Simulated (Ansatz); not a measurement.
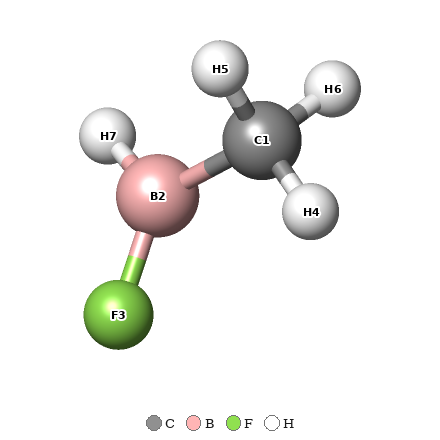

The system is CH4BF, SMILES CBF; the picture shows the grid point nearest to the relaxed geometry. Two internal coordinates are moved rigidly from the geometry relaxed at PBE0-D4/def2-TZVP, all others fixed. First axis: angle F3–B2–C1. Second axis: torsion H4–C1–B2–F3. The grid has 7 × 6 points. Energies are in eV, from the lowest grid point. Computed with RHF-CCSD(T), frozen core/def2-TZVPP (Ansatz).

Its coordinates:

```xyz
7

C    -0.5636    0.3316   -0.1770
B     0.7302   -0.4332    0.2140
F     1.1355   -1.4801   -0.4927
H    -1.1753   -0.1818   -0.9204
H    -0.3026    1.3266   -0.5555
H    -1.1686    0.5160    0.7181
H     1.4208   -0.1322    1.1503
```

Range: angle F3–B2–C1 from 90.6 to 150.6°; torsion H4–C1–B2–F3 from 11.6 to 111.6°.

Question: What landscape does the calculation give?

Answer: The lowest grid point is at angle F3–B2–C1 = 120.6°, torsion H4–C1–B2–F3 = 11.6°. It lies at the edge of the scanned range, so the true minimum may lie outside. The energy also falls towards the edge at angle F3–B2–C1 = 120.6°, torsion H4–C1–B2–F3 = 111.6° (0.029 eV above the lowest), where a further well may lie outside the range. The highest grid point, angle F3–B2–C1 = 90.6°, torsion H4–C1–B2–F3 = 111.6°, lies 1.57 eV above the lowest.

| torsion H4–C1–B2–F3 ↓, angle F3–B2–C1 → | 90.6 | 100.6 | 110.6 | 120.6 | 130.6 | 140.6 | 150.6 |
| --- | --- | --- | --- | --- | --- | --- | --- |
| 111.6 | 1.57 | 0.63 | 0.16 | 0.03 | 0.18 | 0.62 | 1.37 |
| 91.6 | 1.52 | 0.63 | 0.17 | 0.04 | 0.19 | 0.62 | 1.38 |
| 71.6 | 1.47 | 0.61 | 0.17 | 0.04 | 0.19 | 0.63 | 1.38 |
| 51.6 | 1.45 | 0.60 | 0.16 | 0.03 | 0.18 | 0.61 | 1.37 |
| 31.6 | 1.48 | 0.60 | 0.15 | 0.01 | 0.16 | 0.59 | 1.34 |
| 11.6 | 1.53 | 0.61 | 0.14 | 0.00 | 0.14 | 0.57 | 1.31 |

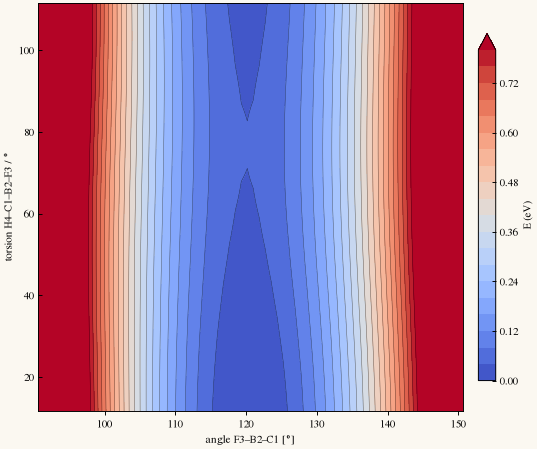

The picture shows filled contours, one colour for all values above the top of the scale. Between grid points the surface is interpolated.
